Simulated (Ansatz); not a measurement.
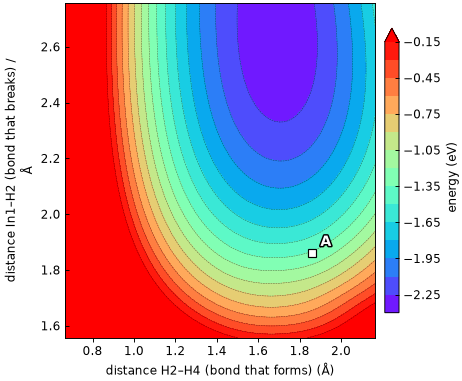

The reacting system ClH₃InN. First axis: distance H2–H4 (bond that forms). Second axis: distance In1–H2 (bond that breaks). Relaxed at each point: all other coordinates. The scan uses a 13 × 13 grid. Points are written as (first, second). All energies are given in eV relative to a guessed transition structure relaxed with its forming and breaking bonds held. The reference is spin-restricted, so regions where a bond is pulled apart into radicals lie too high. The calculation used RKS SPW92 (LDA)/def2-SVP (Ansatz 0.2.0).

The picture shows filled contours, one colour for all values above the top of the scale, the point A. Between grid points the surface is interpolated.

**Is A at rest? If not, where is it pushed?**

A, at (1.860 Å, 1.861 Å), is not a stationary point. The computed force is 0.89 eV for each Å towards smaller values of the first coordinate and 3 eV for each Å towards larger values of the second coordinate.
